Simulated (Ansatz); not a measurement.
# B2FH5Si: shape, modes and thermochemistry

The task is to find a stationary geometry of B2FH5Si, then compute its harmonic vibrations to see whether it is a minimum and to get the zero-point energy and entropy.

The runs use Ansatz 0.2.0, Gaussian basis; RKS PBE0-D4/def2-TZVP.

The runs, in order: relaxation at PBE-D4/def2-SVP; relaxation at PBE0-D4/def2-TZVP; harmonic vibrations at the same level.

1 further run of the same task is left out (set aside as unsound or not needed).

### Step 1. Starting geometry

SMILES `BB(F)[SiH3]`, 9 atoms, charge 0, spin multiplicity 1.

Atoms are counted from 1 here; the program's logs count them from 0.

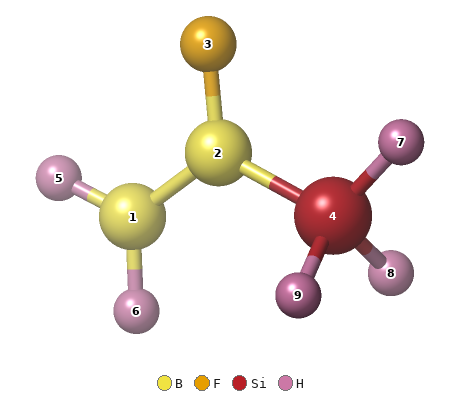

As it starts; boron yellow, fluorine amber, silicon red, hydrogen pink; atoms are numbered from 1 in the order of the file.

The start is a force-field geometry with small random shifts, so a cheaper pass at PBE-D4/def2-SVP comes first.

### Step 2. Optimising with PBE-D4/def2-SVP (cheap first pass)

Contents of in.yaml:

```yaml
crystal:
  periodic: [false, false, false]
  atoms:
    - {symbol: B, position_ang: [-0.248600, 1.234400, -1.121200]}
    - {symbol: B, position_ang: [0.602000, 0.077400, -0.433300]}
    - {symbol: F, position_ang: [1.909700, -0.187200, -0.922100]}
    - {symbol: Si, position_ang: [-0.056800, -0.953100, 1.023500]}
    - {symbol: H, position_ang: [0.155400, 1.906600, -2.039200]}
    - {symbol: H, position_ang: [-1.391000, 1.517900, -0.747700]}
    - {symbol: H, position_ang: [0.887500, -1.953100, 1.473600]}
    - {symbol: H, position_ang: [-1.307500, -1.636100, 0.562000]}
    - {symbol: H, position_ang: [-0.462400, -0.052900, 2.187400]}
basis:
  gaussian: {orbitals: def2-SVP}
hamiltonian: {xc: pbe, dispersion: d4}
relax: {f_tol: 0.03, max_steps: 200}
```

On the command line:

```bash
$ ansatz run in.yaml --threads 2 --pin off --events-out ev --progress --plain --max-ram 4352MiB
```

Log (excerpt; [...] marks lines left out):

```text
Functional definition: PBE
  name "PBE"
  cite "Perdew, Burke & Ernzerhof, Phys. Rev. Lett. 77, 3865 (1996) doi:10.1103/PhysRevLett.77.3865"
  parent pbe
[...]
942 factors; their error is unknown
[...]
mean field -12012.17842160 eV, -441.4394148470 hartree, gradient 2.1e-5 eV, S^2 0.000000; 0 other end points of the search recorded, 0 dependent functions left out
[...]
reference -12012.17845734 eV, -441.4394161603 hartree; 19, 19 occupied and 66, 66 virtual orbitals, 942 factors
relax step   1: F+E_penalty+E_count = -12012.32866683 eV  Δ(F+E_penalty+E_count) = +0.000e0 eV  max|allowed force component| = 4.150e0 eV/Å  Δτ_max = 0.0000 Å  (25 SCF iters, accepted)
[...]
relax step   8: F+E_penalty+E_count = -12013.08677689 eV  Δ(F+E_penalty+E_count) = -5.291e-2 eV  max|allowed force component| = 6.680e-1 eV/Å  Δτ_max = 0.1951 Å  (27 SCF iters, accepted)
[...]
relax step  15: F+E_penalty+E_count = -12013.27040536 eV  Δ(F+E_penalty+E_count) = -1.535e-2 eV  max|allowed force component| = 2.485e-1 eV/Å  Δτ_max = 0.1951 Å  (28 SCF iters, accepted)
[...]
relax step  22: F+E_penalty+E_count = -12013.55372426 eV  Δ(F+E_penalty+E_count) = -5.917e-2 eV  max|allowed force component| = 1.014e0 eV/Å  Δτ_max = 0.1909 Å  (34 SCF iters, accepted)
[...]
relax step  28: F+E_penalty+E_count = -12013.72385585 eV  Δ(F+E_penalty+E_count) = -4.466e-4 eV  max|allowed force component| = 3.359e-2 eV/Å  Δτ_max = 0.0562 Å  (28 SCF iters, accepted)
[...]
relax step  29: F+E_penalty+E_count = -12013.72443297 eV  Δ(F+E_penalty+E_count) = -5.771e-4 eV  max|allowed force component| = 1.696e-2 eV/Å  Δτ_max = 0.0122 Å  (29 SCF iters, accepted)
942 factors; their error is unknown
[...]
mean field -12013.56131439 eV, -441.4902352196 hartree, gradient 9.1e-6 eV, S^2 0.000000; 1 other end points of the search recorded, 0 dependent functions left out
[...]
reference -12013.56134958 eV, -441.4902365128 hartree; 19, 19 occupied and 66, 66 virtual orbitals, 942 factors
Total energy: -12013.72446816 eV, -441.4962310098 hartree
Atom 0 at    -0.068250     0.859839    -0.606317 Å, force     0.000348     0.008001    -0.016961 eV/Å
Atom 1 at     0.787751    -0.149857    -1.455486 Å, force     0.000122     0.009663     0.007059 eV/Å
Atom 2 at     1.456295    -1.080721    -2.022493 Å, force    -0.005008    -0.000594     0.006299 eV/Å
Atom 3 at    -0.305574    -0.394688     1.011517 Å, force    -0.004410    -0.009922     0.011834 eV/Å
Atom 4 at     0.560895     1.842643    -0.236852 Å, force    -0.007820    -0.012927     0.002749 eV/Å
Atom 5 at    -1.178769     1.025244    -1.098246 Å, force     0.006635    -0.002543     0.003460 eV/Å
Atom 6 at     0.990164    -0.723474     1.714108 Å, force    -0.005254    -0.000167    -0.005892 eV/Å
Atom 7 at    -0.951117    -1.716707     0.665323 Å, force     0.005363     0.010886     0.001506 eV/Å
Atom 8 at    -1.203095     0.291621     2.011447 Å, force     0.010024    -0.002397    -0.010054 eV/Å
Dipole moment:     0.241203    -0.193554    -0.324710 e Å
```

Wall time 38 s (2 threads of Arm Neoverse V1, shared host).

Relaxation path:

```csv
step,energy from step 1 (eV),largest force component (eV/Å)
1,0.0000,4.1496
2,-0.4263,2.0476
3,-0.4440,1.9752
4,-0.5312,0.2672
5,-0.5777,0.3789
6,-0.6395,0.4596
7,-0.7052,0.4930
8,-0.7581,0.6680
9,-0.8304,0.3445
10,-0.8756,0.2095
11,-0.8960,0.2372
12,-0.9001,0.4456
13,-0.9123,0.2533
14,-0.9264,0.1444
15,-0.9417,0.2485
16,-0.9436,0.3899
17,-0.9577,0.2588
18,-0.9726,0.0704
19,-0.9872,0.3439
20,-1.0409,0.7234
21,-1.1659,0.8790
22,-1.2251,1.0140
23,-1.3185,0.6140
24,-1.3631,0.3654
25,-1.3897,0.0816
26,-1.3923,0.0624
27,-1.3947,0.0354
28,-1.3952,0.0336
29,-1.3958,0.0170
```

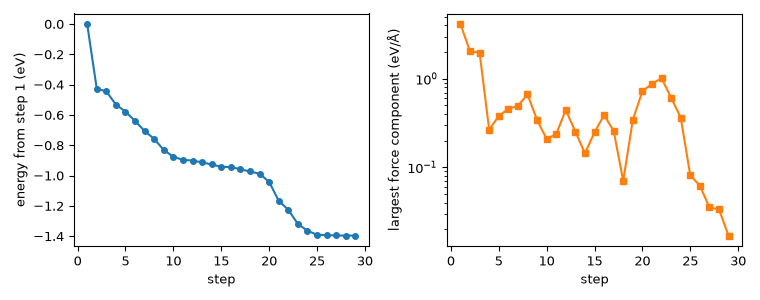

Energy and force, step by step.

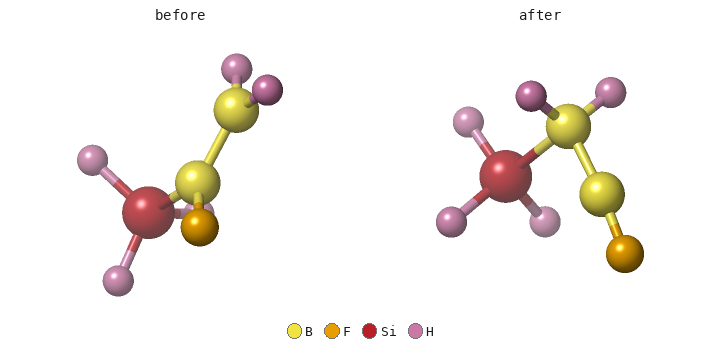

Before and after, at one scale.

Close pairs (by a distance rule), those that changed most:

```csv
bond,before (Å),after (Å),change (Å)
B1–Si4,3.069,2.061,-1.009
B2–Si4,1.902,2.710,+0.807
B2–F3,1.421,1.279,-0.142
Si4–H7,1.447,1.510,+0.063
B1–B2,1.592,1.573,-0.020
Si4–H9,1.526,1.509,-0.017
B1–H5,1.207,1.224,+0.017
Si4–H8,1.498,1.511,+0.013
```

### Step 3. Geometry optimisation, PBE0-D4/def2-TZVP

Contents of in.yaml:

```yaml
crystal:
  periodic: [false, false, false]
  atoms:
    - {symbol: B, position_ang: [-0.068250, 0.859839, -0.606317]}
    - {symbol: B, position_ang: [0.787751, -0.149857, -1.455486]}
    - {symbol: F, position_ang: [1.456295, -1.080721, -2.022493]}
    - {symbol: Si, position_ang: [-0.305574, -0.394688, 1.011517]}
    - {symbol: H, position_ang: [0.560895, 1.842643, -0.236852]}
    - {symbol: H, position_ang: [-1.178769, 1.025244, -1.098246]}
    - {symbol: H, position_ang: [0.990164, -0.723474, 1.714108]}
    - {symbol: H, position_ang: [-0.951117, -1.716707, 0.665323]}
    - {symbol: H, position_ang: [-1.203095, 0.291621, 2.011447]}
basis:
  gaussian: {orbitals: def2-TZVP}
hamiltonian: {xc: pbe0, dispersion: d4}
relax: {f_tol: 0.005, max_steps: 150}
```

Launched as before.

Log (excerpt; [...] marks lines left out):

```text
Functional definition: PBE0
  name "PBE0"
  cite "Adamo & Barone, J. Chem. Phys. 110, 6158 (1999) doi:10.1063/1.478522"
  cite "Perdew, Burke & Ernzerhof, Phys. Rev. Lett. 77, 3865 (1996) doi:10.1103/PhysRevLett.77.3865"
  parent pbe
[...]
982 factors; their error is unknown
[...]
mean field -12022.33000209 eV, -441.8124785488 hartree, gradient 1.0e-5 eV, S^2 0.000000; 0 other end points of the search recorded, 0 dependent functions left out
[...]
reference -12022.33003697 eV, -441.8124798306 hartree; 19, 19 occupied and 141, 141 virtual orbitals, 982 factors
relax step   1: F+E_penalty+E_count = -12022.46742883 eV  Δ(F+E_penalty+E_count) = +0.000e0 eV  max|allowed force component| = 6.749e-1 eV/Å  Δτ_max = 0.0000 Å  (27 SCF iters, accepted)
[...]
Total energy: -12022.49795685 eV, -441.8186507725 hartree
Atom 0 at    -0.085193     0.840634    -0.607453 Å, force     0.000053     0.000142    -0.000154 eV/Å
Atom 1 at     0.793173    -0.141621    -1.441240 Å, force    -0.000917     0.002563     0.000387 eV/Å
Atom 2 at     1.489545    -1.036299    -1.994576 Å, force     0.000629    -0.001506    -0.000047 eV/Å
Atom 3 at    -0.311902    -0.394625     1.009353 Å, force    -0.000229    -0.001051     0.000978 eV/Å
Atom 4 at     0.536495     1.806614    -0.244463 Å, force    -0.000094    -0.000065    -0.000621 eV/Å
Atom 5 at    -1.173172     1.000896    -1.099590 Å, force     0.000359    -0.000182     0.000025 eV/Å
Atom 6 at     0.978999    -0.750234     1.667479 Å, force     0.000340    -0.000043    -0.000053 eV/Å
Atom 7 at    -0.987470    -1.683423     0.679547 Å, force    -0.000278    -0.000123    -0.000248 eV/Å
Atom 8 at    -1.152175     0.311959     2.013944 Å, force     0.000136     0.000264    -0.000268 eV/Å
Dipole moment:     0.253707    -0.185743    -0.333126 e Å
```

It took 27 s on 2 threads of Arm Neoverse V1, shared host; peak memory 0.31 GiB.

The steps of the relaxation:

```csv
step,energy from step 1 (eV),largest force component (eV/Å)
1,0.0000,0.6749
2,-0.0275,0.2508
3,-0.0303,0.0147
4,-0.0303,0.0078
5,-0.0304,0.0053
6,-0.0305,0.0162
7,-0.0305,0.0065
8,-0.0305,0.0026
```

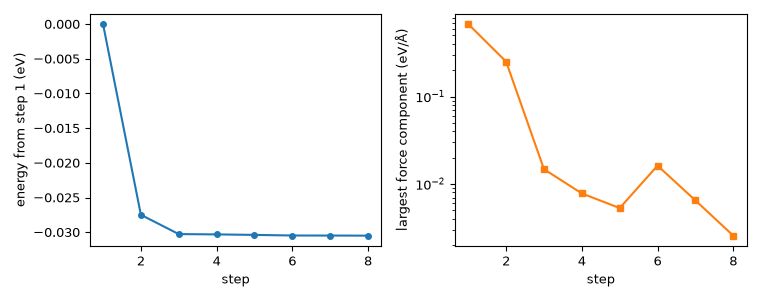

Energy and force, step by step.

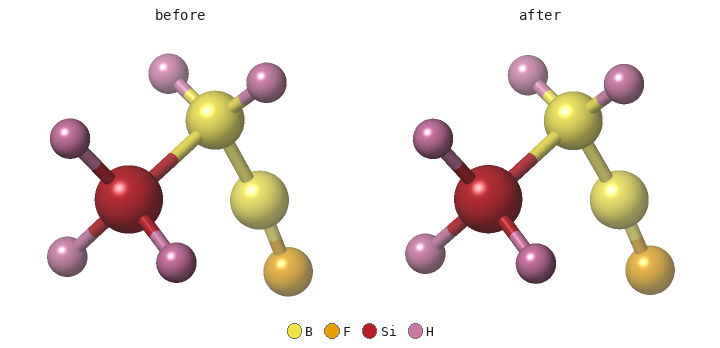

The geometry before (left) and after (right).

Close pairs (by a distance rule), those that changed most:

```csv
bond,before (Å),after (Å),change (Å)
B1–H6,1.226,1.205,-0.021
Si4–H9,1.509,1.488,-0.021
Si4–H8,1.511,1.492,-0.019
B1–H5,1.224,1.205,-0.019
Si4–H7,1.510,1.492,-0.018
B2–F3,1.279,1.262,-0.017
B1–Si4,2.061,2.047,-0.014
B1–B2,1.573,1.559,-0.013
```

Mulliken charges of the relaxed molecule (report file):

```csv
atom,value (e)
B1,-0.44
B2,0.52
F3,-0.13
Si4,0.03
H5,0.05
H6,0.05
H7,-0.03
H8,-0.03
H9,-0.01
```

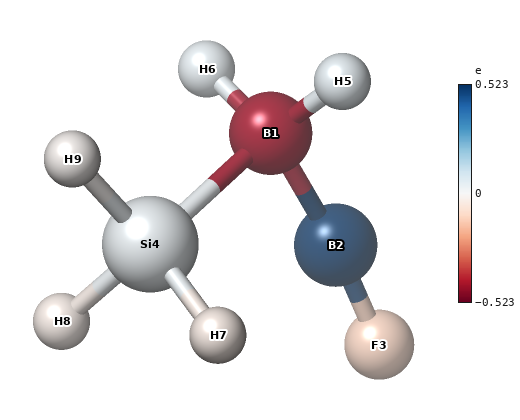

Mulliken charges of the relaxed molecule (report file), as colours on the atoms.

### Step 4. Force constants and modes

Contents of in.yaml:

```yaml
crystal:
  periodic: [false, false, false]
  atoms:
    - {symbol: B, position_ang: [-0.085193, 0.840634, -0.607453]}
    - {symbol: B, position_ang: [0.793173, -0.141621, -1.441240]}
    - {symbol: F, position_ang: [1.489545, -1.036299, -1.994576]}
    - {symbol: Si, position_ang: [-0.311902, -0.394625, 1.009353]}
    - {symbol: H, position_ang: [0.536495, 1.806614, -0.244463]}
    - {symbol: H, position_ang: [-1.173172, 1.000896, -1.099590]}
    - {symbol: H, position_ang: [0.978999, -0.750234, 1.667479]}
    - {symbol: H, position_ang: [-0.987470, -1.683423, 0.679547]}
    - {symbol: H, position_ang: [-1.152175, 0.311959, 2.013944]}
basis:
  gaussian: {orbitals: def2-TZVP}
hamiltonian: {xc: pbe0, dispersion: d4}
phonons: {temperatures: {t_min: 298.15, t_max: 900, t_step: 200}}
```

The command is unchanged.

Log (excerpt; [...] marks lines left out):

```text
Functional definition: PBE0
  name "PBE0"
  cite "Adamo & Barone, J. Chem. Phys. 110, 6158 (1999) doi:10.1063/1.478522"
  cite "Perdew, Burke & Ernzerhof, Phys. Rev. Lett. 77, 3865 (1996) doi:10.1103/PhysRevLett.77.3865"
  parent pbe
[...]
982 factors; their error is unknown
[...]
mean field -12022.36006728 eV, -441.8135834241 hartree, gradient 6.7e-5 eV, S^2 0.000000; 0 other end points of the search recorded, 0 dependent functions left out
[...]
reference -12022.36010206 eV, -441.8135847025 hartree; 19, 19 occupied and 141, 141 virtual orbitals, 982 factors
[...]
982 factors; their error is unknown
mean field -12022.35995654 eV, -441.8135793545 hartree, gradient 8.2e-7 eV, S^2 0.000000; 0 other end points of the search recorded, 0 dependent functions left out
[...]
reference -12022.35999132 eV, -441.8135806329 hartree; 19, 19 occupied and 141, 141 virtual orbitals, 982 factors
[...]
Atom 1 at     0.793173    -0.141621    -1.441240 Å, force    -0.000897     0.002551     0.000373 eV/Å
Atom 2 at     1.489545    -1.036299    -1.994576 Å, force     0.000608    -0.001489    -0.000030 eV/Å
Atom 3 at    -0.311902    -0.394625     1.009353 Å, force    -0.000211    -0.001056     0.000988 eV/Å
Atom 4 at     0.536495     1.806614    -0.244463 Å, force    -0.000100    -0.000058    -0.000624 eV/Å
Atom 5 at    -1.173172     1.000896    -1.099590 Å, force     0.000368    -0.000188     0.000031 eV/Å
Atom 6 at     0.978999    -0.750234     1.667479 Å, force     0.000332    -0.000044    -0.000058 eV/Å
Atom 7 at    -0.987470    -1.683423     0.679547 Å, force    -0.000285    -0.000120    -0.000250 eV/Å
Atom 8 at    -1.152175     0.311959     2.013944 Å, force     0.000135     0.000263    -0.000271 eV/Å
Dipole moment:     0.253706    -0.185739    -0.333125 e Å
Vibrations: 63.20 74.52 225.43 387.51 444.60 491.12 586.25 676.11 694.49 782.41 859.45 903.18 945.89 949.07 1056.60 1621.77 2195.03 2195.86 2214.50 2516.21 2591.53 cm⁻¹, zero-point energy 1.393256 eV
```

It took 1.8 min on 2 threads of Arm Neoverse V1, shared host; peak memory 0.31 GiB.

Motions are named by where the mode's potential energy lies. Wavenumbers, unscaled:

```csv
mode,cm⁻¹,motion
1,63,torsion
2,75,bend
3,225,torsion with bend
4,388,bend
5,445,bend
6,491,bend with Si–B stretch
7,586,Si–B stretch with bend
8,676,bend
9,694,bend with B–B stretch
10,782,bend
11,859,bend with B–B stretch
12,903,bend
13,946,bend with torsion
14,949,bend with torsion
15,1057,bend with torsion
16,1622,B–F stretch
17,2195,Si–H stretch
18,2196,Si–H stretch
19,2214,Si–H stretch
20,2516,B–H stretch
21,2592,B–H stretch
```

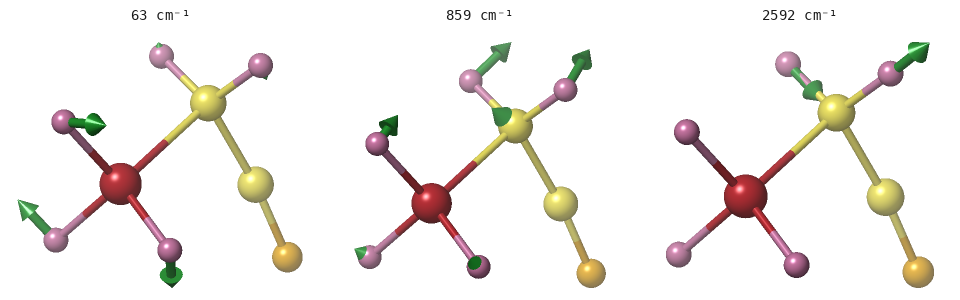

How the atoms move in 3 of the modes.

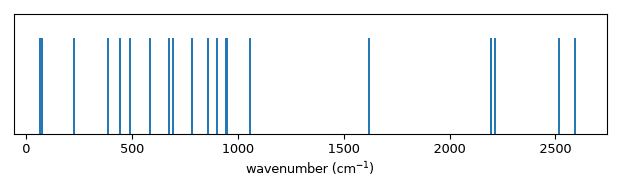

The harmonic wavenumbers as sticks (no intensities were computed).

From these modes and the moments of inertia (298.15 K, 1 bar, symmetry number 1):

```csv
term,value
zero-point energy,32.1 kcal/mol
H(298) − E,36.8 kcal/mol
"entropy, translation",162.5 J/(mol K)
"entropy, rotation",107.4 J/(mol K)
"entropy, vibration",61.8 J/(mol K)
"entropy, total",331.7 J/(mol K)
```

### Step 5. Outcome

| quantity | value |
| --- | --- |
| point group | Cs |
| steps | 29 + 8 |
| shift from the start (rms) | 1.046 Å |
| total energy | -12022.4980 eV |
| dispersion term | -138 meV |
| dipole moment | 2.20 D |
| lowest, highest wavenumber | 63, 2592 cm⁻¹ |
| zero-point energy | 32.1 kcal/mol |
| entropy at 298.15 K | 331.7 J/(mol K) |

What this shows: The relaxed geometry lies 1.05 Å (rms) from the start; the bond that changed most is B1–Si4, from 3.069 to 2.047 Å. The bonds at the end are not those of the start, so the run found another structure. No mode is imaginary: a true minimum at this level. The stiffest mode, 2592 cm⁻¹, is a B–H stretch, and 2 modes under 200 cm⁻¹ make the vibrational entropy uncertain. Harmonic hybrid wavenumbers usually lie a few per cent above measured fundamentals. The largest Mulliken charge, +0.52 e, sits on B2.
